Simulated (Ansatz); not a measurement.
**Ge: pressure series**

The parent structure is Ge in the diamond structure (space group Fd-3m, No. 227; a = 5.622 Å).

Cell and atoms are relaxed at each pressure.

The values are results of Ansatz (a quantum-chemistry and plane-wave program) LDA, without spin-orbit coupling, not measurements.

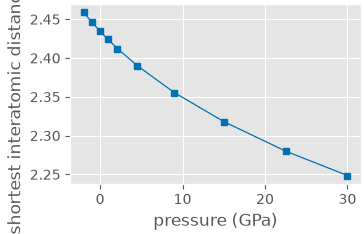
Shortest interatomic distance against pressure

Q: From the plot, what is the shortest interatomic distance for pressure −2 GPa?

A: About 2.46 Å.

Q: Is the trend monotonic over the range shown?

A: Yes, it falls throughout, spanning 2.249 Å to 2.459 Å.

Load acts through the strain it causes; cell and atoms are relaxed under it. Whether these cells are dynamically stable was not tested. Measured, Ge leaves this structure (for the β-tin structure) near 10.6 GPa (room temperature; as listed in arXiv:1906.07825).
